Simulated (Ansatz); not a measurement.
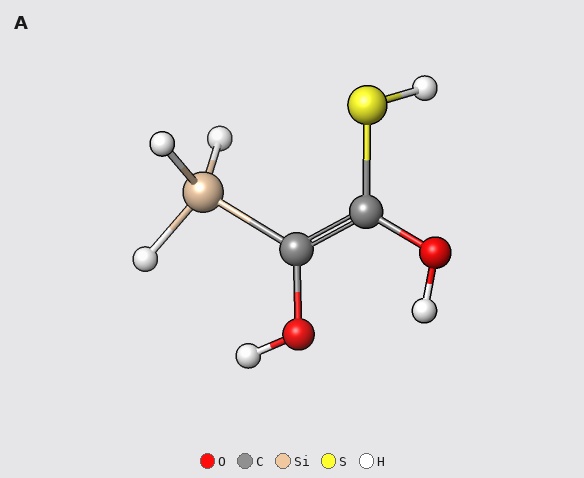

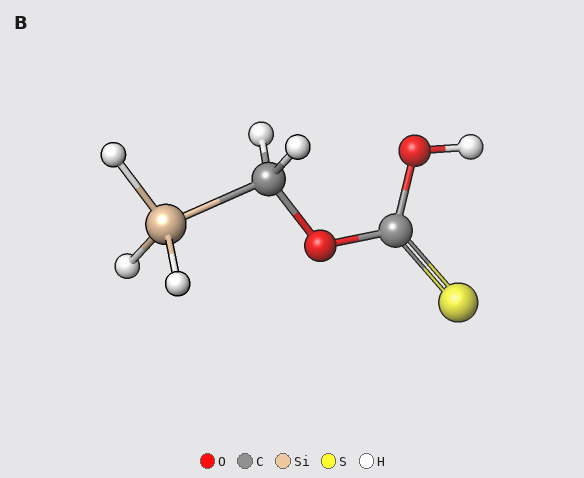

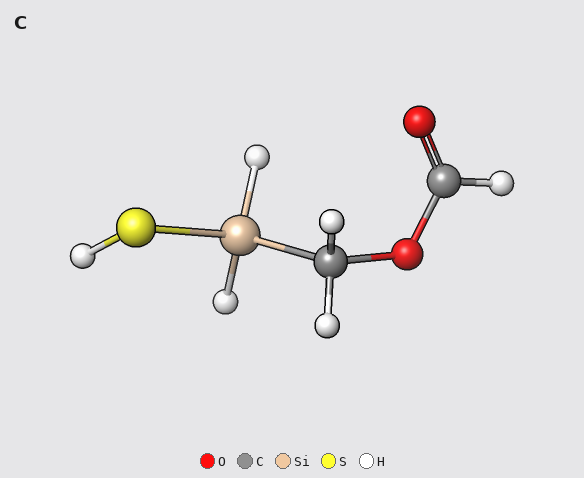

3 stationary structures of one formula. Geometries: PBE0-D4/def2-TZVP. Electronic energies: PBE0-D4/def2-TZVP (Ansatz 0.2.0), without zero-point energy. No frequency run is at hand to confirm each as a minimum. Each is one conformer, not always the lowest.

> Are they conformers, stereoisomers or constitutional isomers?

They are constitutional isomers of C2H6O2SSi: A `O/C([SiH3])=C(\O)S`, B `OC(=S)OC[SiH3]`, C `O=COC[SiH2]S`.

> Which structure is the most stable?

C is lowest; B lies 1.170 eV above it, A lies 1.536 eV above it.
